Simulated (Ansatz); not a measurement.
## Profile along the Zn–Cu line in ZnCu (CsCl type)

ZnCu (CsCl type)

```
CELL_PARAMETERS angstrom
      2.91880     0.00000     0.00000
      0.00000     2.91880     0.00000
      0.00000     0.00000     2.91880
ATOMIC_POSITIONS crystal
  Zn 0.00000 0.00000 0.00000
  Cu 0.50000 0.50000 0.50000
```

Fields along a shortest Zn–Cu line of a {110} plane (2.53 Å), from Zn to Cu, interpolated on the slice's grid (step about 0.2 Å). These are r2SCAN (plane waves to 500 eV, PAW, scalar-relativistic; Ansatz, an electronic-structure program) values and carry that method's errors. k mesh 16×16×16. Inside the PAW spheres the values are not all-electron values, and peaks at nuclei hang on which shells count as valence. ZnCu is run without spin polarisation. ZnCu was relaxed with its symmetry unable to fall.

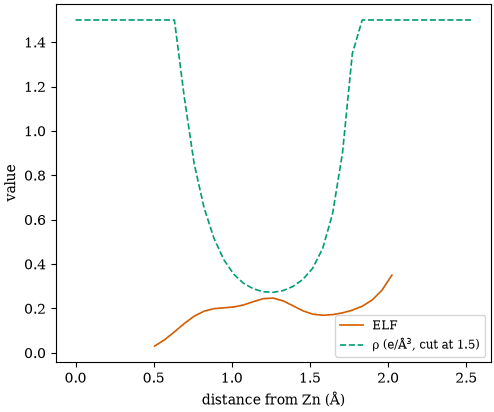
ELF (away from the nuclei) and valence density from Zn to Cu.

Density on the Zn–Cu line (2.53 Å) at its midpoint: 0.27 e/Å³. ELF at that point: 0.2.
